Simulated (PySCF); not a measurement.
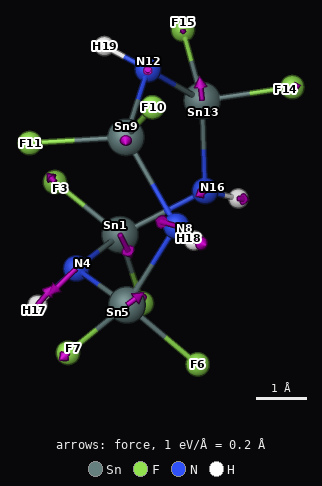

Starting geometry of Sn4N4H4F8 with the computed forces as purple arrows. A ball-and-stick model, seen from a free direction.

The start comes from GFN2-xTB. Its atoms were then displaced at random by about 0.03 Å.

Method: PBE0-D3(BJ)/def2-SVP geometry optimisation, gas phase in PySCF 2.14.0, density-fitted response routines. 

### Is this structure relaxed? If not, where do the atoms go?

It isn't relaxed: the largest force vector, on an N atom, is 3.89 eV/Å. The final displacements have little in common with the starting forces (cosine between the two patterns 0.08). After 22 geometry steps the energy has fallen by 109.9 kJ/mol. The largest move after the best rigid fit is that of an F atom, 0.95 Å. Largest moves by element: F 0.95 Å, N 0.74 Å, H 0.64 Å, Sn 0.36 Å. Some distances before and after: F–Sn 2.015 → 1.920 Å, H–N 1.108 → 1.019 Å, N–Sn 1.937 → 2.000 Å, N–Sn 2.053 → 1.998 Å. Bond angles that change, for instance: N–Sn–N 125.7° → 105.7°, Sn–N–H 107.5° → 120.0°, Sn–N–H 108.0° → 118.3°. The run took 17 min on 2 threads of Intel(R) Xeon(R) 6975P-C, on a shared host.
